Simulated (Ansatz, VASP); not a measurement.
# SrTlBr3 in two plane-wave programs, part 2 of 2

Wanted: the spread between two codes on one cell, functional and k mesh. The cell is invented: As first built, before any earlier steps moved the atoms: it takes the RbSrCl3 structure with some of its atoms replaced by other elements, volume scaled by an estimate. It may not be a known or stable phase. The cell comes out of the VASP series on this material, whose earlier steps may have relaxed, scaled or displaced it; both programs get it as it stands.

VASP 6.6.1 and Ansatz 0.2.0.

So far. Step 3 (VASP: single point, BLYP): The run ends at a pressure of 0.00 GPa. Step 5 (VASP: band structure, BLYP): The run ends at a pressure of -0.01 GPa.

## (6) Ansatz: band structure, BLYP

Level of this step: Ansatz beside VASP: Kohn-Sham DFT, plane waves, BLYP (Ansatz).

The same cell, functional (in two slightly different forms), mesh and smearing now go to Ansatz, which takes its cutoff from its data sets.

The cell comes out of the VASP series on this material, whose earlier steps may have relaxed, scaled or displaced it; both programs get it as it stands.

input.yaml reads:

```yaml
crystal:
  lattice:
    - [6.0756620906, 0.0, 0.0]
    - [0.0, 6.0756620906, 0.0]
    - [0.0, 0.0, 6.0756620906]
  atoms:
    - { symbol: Tl, position: [0.5, 0.5, 0.5] }
    - { symbol: Sr, position: [0.0, 0.0, 0.0] }
    - { symbol: Br, position: [0.5, 0.0, 0.0] }
    - { symbol: Br, position: [0.0, 0.5, 0.0] }
    - { symbol: Br, position: [0.0, 0.0, 0.5] }
hamiltonian:
  xc: blyp
  pseudopotentials: { kind: paw }
kpoints:
  mp_grid: { grid: [5, 5, 5] }
  band_path:
    path:
      - [0.0, 0.0, 0.0]
      - [0.0, 0.1, 0.0]
      - [0.0, 0.2, 0.0]
      - [0.0, 0.3, 0.0]
      - [0.0, 0.43333, 0.0]
      - [0.0, 0.5, 0.0]
      - [0.1, 0.5, 0.0]
      - [0.2, 0.5, 0.0]
      - [0.33333, 0.5, 0.0]
      - [0.43333, 0.5, 0.0]
      - [0.5, 0.5, 0.0]
      - [0.36667, 0.36667, 0.0]
      - [0.26667, 0.26667, 0.0]
      - [0.16667, 0.16667, 0.0]
      - [0.06667, 0.06667, 0.0]
      - [0.03333, 0.03333, 0.03333]
      - [0.13333, 0.13333, 0.13333]
      - [0.23333, 0.23333, 0.23333]
      - [0.33333, 0.33333, 0.33333]
      - [0.46667, 0.46667, 0.46667]
      - [0.5, 0.5, 0.5]
      - [0.46667, 0.5, 0.46667]
      - [0.36667, 0.5, 0.36667]
      - [0.23333, 0.5, 0.23333]
      - [0.13333, 0.5, 0.13333]
      - [0.03333, 0.5, 0.03333]
      - [0.5, 0.5, 0.03333]
      - [0.5, 0.5, 0.16667]
      - [0.5, 0.5, 0.26667]
      - [0.5, 0.5, 0.36667]
      - [0.5, 0.5, 0.5]
    npoints: 1
scf:
  occupations: { method: gaussian, width: 0.05 }
  n_extra_bands: 8
output:
  forces: true
  stress: true
  eigenvalues: true
```

The run is started by

```
> ansatz run input.yaml --threads 2 --pin off --max-ram 4608MiB --backend cpu --events-out ev --progress --plain --runs-dir out
```

Numbers of over 12 decimals in the logs are rounded to 6 here.

Log:

```text
[...]
Crystal: 5 atoms, lattice volume = 224.275 Å³
Basis set: ecut = 420 eV, 4385 PW (Γ), exchange–correlation on 90×90×90 points (8 copies of the dense FFT grid, shifted against one another)
Bands: 30, of which v1, the nominal top of the filled ones, is band 22 counted from 1 (21 counted from 0)
Symmetry: 48 space group operations
[...]
k-points: 10 of 125
[...]
k-point 0: bands = [... 18 lower, 0.9360, 1.0441, 1.0441, 1.0441, 5.4507, 5.4507, 5.4507, 6.6426, ... 4 higher]
  k-point 1: bands = [... 18 lower, 0.8758, 0.9105, 1.0253, 1.0253, 4.9463, 5.3347, 5.3347, 6.7151, ... 4 higher]
  k-point 2: bands = [... 18 lower, 0.7823, 0.8702, 1.0321, 1.0321, 4.4091, 5.1767, 5.1767, 6.7667, ... 4 higher]
  k-point 9: bands = [... 18 lower, 0.1404, 1.2705, 1.2705, 1.2942, 5.0734, 5.2986, 5.2986, 8.0240, ... 4 higher]
[key lines of the parts left out:]
SCF converged after 6 iterations
Free energy (F): -23421.400876 eV
Fermi energy:    2.851734 eV
P = ⅓ Tr σ = 0.0162 GPa (0.162 kbar)
```

Wall time 4 s (2 threads of Arm Neoverse V2, shared host); peak memory 0.46 GiB; 7.7 s of CPU time.

## (7) Side by side

The two programs side by side:

```tsv
quantity	Ansatz	VASP	difference
pressure (GPa)	0.02	-0.01	+0.02
gap over the path points (eV)	2.995	2.999	-0.004
```

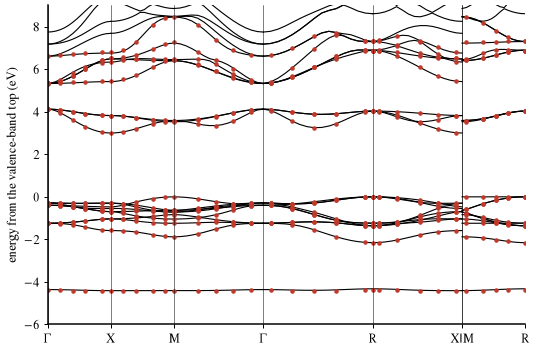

Bands from VASP (lines) and levels from Ansatz (dots). Dots without a line are higher empty bands that the VASP plot leaves out.

Levels at points of the path, from each program's valence-band top (eV; 4 filled, then empty):

```tsv
k (reciprocal lattice)	Ansatz	VASP
0.000 0.000 0.000	-0.40 -0.29 -0.29 -0.29 4.12 4.12 4.12	-0.40 -0.29 -0.29 -0.29 4.12 4.12 4.12
0.000 0.100 0.000	-0.41 -0.35 -0.30 -0.30 3.94 4.08 4.08	-0.41 -0.34 -0.30 -0.30 3.95 4.09 4.09
0.000 0.200 0.000	-0.46 -0.42 -0.31 -0.31 3.61 4.00 4.00	-0.46 -0.42 -0.31 -0.31 3.62 4.00 4.00
0.000 0.300 0.000	-0.53 -0.45 -0.31 -0.31 3.29 3.91 3.91	-0.53 -0.45 -0.31 -0.31 3.30 3.91 3.91
0.000 0.433 0.000	-0.55 -0.47 -0.30 -0.30 3.03 3.83 3.83	-0.55 -0.47 -0.30 -0.30 3.03 3.83 3.83
0.000 0.500 0.000	-0.55 -0.47 -0.30 -0.30 3.00 3.82 3.82	-0.55 -0.47 -0.30 -0.30 3.00 3.82 3.82
0.100 0.500 0.000	-0.56 -0.39 -0.35 -0.33 3.05 3.79 3.79	-0.55 -0.39 -0.35 -0.32 3.05 3.79 3.79
0.200 0.500 0.000	-0.60 -0.48 -0.39 -0.24 3.19 3.71 3.72	-0.59 -0.48 -0.39 -0.24 3.20 3.72 3.73
0.333 0.500 0.000	-0.65 -0.64 -0.52 -0.08 3.43 3.60 3.63	-0.65 -0.64 -0.52 -0.08 3.43 3.60 3.64
0.433 0.500 0.000	-0.70 -0.64 -0.61 -0.01 3.54 3.56 3.59	-0.70 -0.64 -0.61 -0.01 3.54 3.56 3.59
```

Among the levels compared (up to four filled and three empty ones at each point), filled levels agree within 6 meV and empty ones within 6 meV. Ansatz's pressure holds a Pulay correction of 0.01 GPa; VASP's holds none.

## (8) Ansatz: electric field gradients, BLYP

Field gradients test the density near the nuclei, where the PAW reconstruction matters most.

The cell comes out of the VASP series on this material, whose earlier steps may have relaxed, scaled or displaced it; both programs get it as it stands.

input.yaml, the sections that differ from step 6:

```yaml
kpoints:
  mp_grid: { grid: [4, 4, 4] }
scf:
  occupations: { method: gaussian, width: 0.05 }
  n_extra_bands: 5
output:
  forces: true
  stress: true
  eigenvalues: true
  efg: {}
# crystal, hamiltonian: as in step 6
```

Log:

```text
[...]
Sr, Tl: output.efg is read without spin–orbit coupling, which moves field gradients at and beside such atoms by some per cent and up to a factor of two; PAW files take it under magnetization.noncollinear and magnetization.spin_orbit
[...]
Crystal: 5 atoms, lattice volume = 224.275 Å³
[...]
k-point 0: bands = [... 18 lower, 0.9361, 1.0441, 1.0441, 1.0441, 5.4507, 5.4507, 5.4507, 6.6425, ... 1 higher]
  k-point 1: bands = [... 18 lower, 0.8306, 0.8993, 1.0252, 1.0252, 4.7789, 5.2884, 5.2884, 6.7289, ... 1 higher]
  k-point 2: bands = [... 18 lower, 0.7821, 0.8636, 1.0346, 1.0346, 4.3311, 5.1520, 5.1520, 6.7757, ... 1 higher]
  k-point 9: bands = [... 18 lower, 0.1028, 1.3358, 1.3358, 1.3358, 5.3609, 5.3609, 5.3609, 8.2128, ... 1 higher]
[key lines of the parts left out:]
SCF converged after 6 iterations
Free energy (F): -23421.400563 eV
Fermi energy:    2.833683 eV
P = ⅓ Tr σ = 0.0173 GPa (0.173 kbar)
```

Wall time 2.7 s (2 threads); peak memory 0.52 GiB; 4.7 s of CPU time.

The run ends at a pressure of 0.02 GPa.

## (9) VASP: electric field gradients, BLYP

The same cell, functional (in two slightly different forms), mesh and smearing now go to VASP, with its own data sets and cutoff.

INCAR reads:

```
SYSTEM = SrTlBr3
PREC = Accurate
ENCUT = 400
EDIFF = 1E-07
NELM = 100
ISMEAR = 0
SIGMA = 0.05
LREAL = .FALSE.
ALGO = Normal
GGA = B5
ALDAX = 1
AGGAX = 1
AGGAC = 1
ALDAC = 0
NBANDS = 28
LORBIT = 11
LWAVE = .FALSE.
LCHARG = .FALSE.
KPAR = 2
LEFG = .TRUE.
LASPH = .TRUE.
```

POSCAR reads:

```
SrTlBr3
1.0
    6.0756620906      0.0000000000      0.0000000000
    0.0000000000      6.0756620906      0.0000000000
    0.0000000000      0.0000000000      6.0756620906
Tl Sr Br
1 1 3
Direct
    0.5000000000      0.5000000000      0.5000000000
    0.0000000000      0.0000000000      0.0000000000
    0.5000000000      0.0000000000      0.0000000000
    0.0000000000      0.5000000000      0.0000000000
    0.0000000000      0.0000000000      0.5000000000
```

KPOINTS reads:

```
Automatic mesh
0
Gamma
4 4 4
0 0 0
```

PAW data sets: Tl_d, Sr_sv and Br (PBE family, release 64).

The run is started by

```
> mpirun -np 2 vasp_std
```

Log:

```text
[... set-up lines as in an earlier step ...]
 entering main loop
       N       E                     dE             d eps       ncg     rms          rms(c)
DAV:   1     0.265125222556E+03    0.26513E+03   -0.16652E+04   560   0.107E+03
DAV:   2     0.509485108207E+01   -0.26003E+03   -0.25431E+03   724   0.243E+02
DAV:   3    -0.155355097527E+02   -0.20630E+02   -0.20561E+02   648   0.657E+01
DAV:   4    -0.165127280909E+02   -0.97722E+00   -0.97644E+00   968   0.113E+01
[...]
DAV:  13    -0.151673688362E+02   -0.46068E-05   -0.84832E-06   720   0.134E-02    0.186E-02
DAV:  14    -0.151673708503E+02   -0.20141E-05   -0.48918E-06   628   0.117E-02    0.174E-03
DAV:  15    -0.151673708601E+02   -0.98476E-08   -0.14441E-07   560   0.196E-03
ion   1
     0.0000000     0.0000000     0.0000000     0.0000000     0.0000000     0.0000000
     0.0000685     0.0000000     0.0000000     0.0000000     0.0000000     0.0000000
     0.0000943     0.0000000     0.0000000     0.0000000     0.0000000     0.0000000
     0.0001298     0.0000000     0.0000000     0.0000000     0.0000000     0.0000000
[...]
0.0000000     0.0000000     0.0000000    16.9957313     0.0000000    29.4374701
     0.0000501     0.0000000     0.0000000    16.9949859     0.0000000    29.4361790
     0.0000689     0.0000000     0.0000000    16.9945770     0.0000000    29.4354709
     0.0000949     0.0000000     0.0000000    16.9939198     0.0000000    29.4343325
     0.0001307     0.0000000     0.0000000    16.9928688     0.0000000    29.4325122

ion   5
     0.0000000    -0.0000000    -0.0000000     0.1404411     0.0000000    -0.0000000
     0.0000501    -0.0000000    -0.0000000     0.1404411     0.0000000    -0.0000000
     0.0000689    -0.0000000    -0.0000000     0.1404411     0.0000000    -0.0000000
     0.0000949    -0.0000000    -0.0000000     0.1404411     0.0000000    -0.0000000
     0.0001307    -0.0000000    -0.0000000     0.1404412     0.0000000    -0.0000000

     0.0000000    -0.0000000     0.0000000   -33.9914626    -0.0000000    -0.0000000
     0.0000501    -0.0000000     0.0000000   -33.9899717    -0.0000000    -0.0000000
     0.0000689    -0.0000000     0.0000000   -33.9891541    -0.0000000    -0.0000000
     0.0000949    -0.0000000     0.0000000   -33.9878396    -0.0000000    -0.0000000
     0.0001307    -0.0000000     0.0000000   -33.9857377    -0.0000000    -0.0000000

   1 F= -.15167371E+02 E0= -.15167371E+02  d E =-.766397E-12
```

Parts of OUTCAR (step 9):

```text
  Total       -0.0043116     -0.0043116     -0.0043116     -0.0000000      0.0000000     -0.0000000
  in kB       -0.0308009     -0.0308009     -0.0308009     -0.0000000      0.0000000     -0.0000000
  external PRESSURE =      -0.0308009 kB  Pullay stress =       0.0000000 kB

  FREE ENERGIE OF THE ION-ELECTRON SYSTEM (eV)
  ---------------------------------------------------
  free  energy   TOTEN  =       -15.1673708601 eV

  energy  without entropy=      -15.1673708601  energy(sigma->0) =      -15.16737086

[... 3 parts as in an earlier step ...]

[... 1 further part left out ...]
[key lines of the parts left out:]
E-fermi :  -0.6140
```

The run ends at a pressure of 0.00 GPa.

## (10) Side by side

What differs besides the data sets and the points named for the pairs above, as far as they apply: Ansatz adds the response of the frozen cores to the gradients, VASP leaves it out. Total energies have different zeros and are not compared.

Both answers:

```tsv
quantity	Ansatz	VASP	difference
pressure (GPa)	0.02	0.00	+0.02
gap on the k mesh (eV)	2.995	2.999	-0.004
Vzz at Br3 (V/Å²)	50.6	44.1	+6.5
Vzz at Br4 (V/Å²)	50.6	44.1	+6.5
Vzz at Br5 (V/Å²)	50.6	44.1	+6.5
```

Ansatz's pressure holds a Pulay correction of 0.01 GPa; VASP's holds none.

## (11) What moves the difference

The difference is large enough to ask for its cause, so further runs change the set-up of one program at a time, as the table lists.

```tsv
run	difference in Vzz at Br3 (V/Å²)
as above	6.5
cores kept as stored, as VASP does	1.9
Ansatz's larger PAW set (cutoff 800 eV)	5.7
```

## (12) What came out

- difference in gap on the k mesh (single point, BLYP): -0.0039 eV
- difference in gap over the path points (band structure, BLYP): -0.0038 eV
- difference in Vzz at Br3 (electric field gradients, BLYP): 6.5 V/Å²

The difference in gap on the k mesh is -0.0039 eV (single point, BLYP), within the 0.08 eV picked in this series as the mark of a large difference. For electric field gradients, BLYP: with cores kept as stored, as VASP does the difference in Vzz at Br3 shrinks in size, from 6.5 to 1.9 V/Å². 1 further run on this material is not shown. How closely two codes agree says nothing of how well the functional describes the real material.

[Lines on the potential files, build, host, timing and source positions are cut from VASP's logs without a mark.]

[Logs are printed without paths, hosts, clocks, repeated set-up lines and the standing remarks that a program may print on its own settings, such as how far it seeks lower states.]

[Hosts, paths, dates, database ids (printed as entryN), source tags and the programs' standing remarks are cut or masked in the printed files.]
